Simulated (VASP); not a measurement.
Band structure of CuPt (relaxed from the CuPt structure, space group R-3m). All values below come from PBEsol GGA, VASP's PBE PAW potentials (set 64) (plane waves; VASP 6.6.1).

Unless said otherwise, spin-orbit coupling is left out, though it shifts the bands of the heavy elements here.

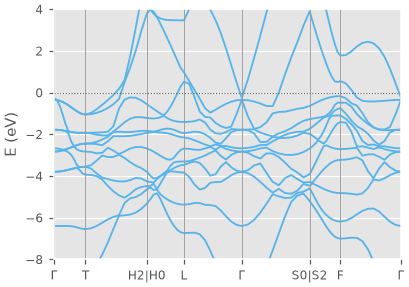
Figure: Bands along high-symmetry lines, zero at the valence-band maximum or, without a gap, the Fermi level

Read the plot: is there a gap, and where are the band edges?

It has no gap at this level: it comes out as a metal or semimetal. (Edges off the drawn lines would not show.)

The structure was generated: CuPt was put into the CuPt type (R-3m), which need not be its known phase. It was relaxed first. The electron count is odd and the run is not spin-polarised, which forces a metal.
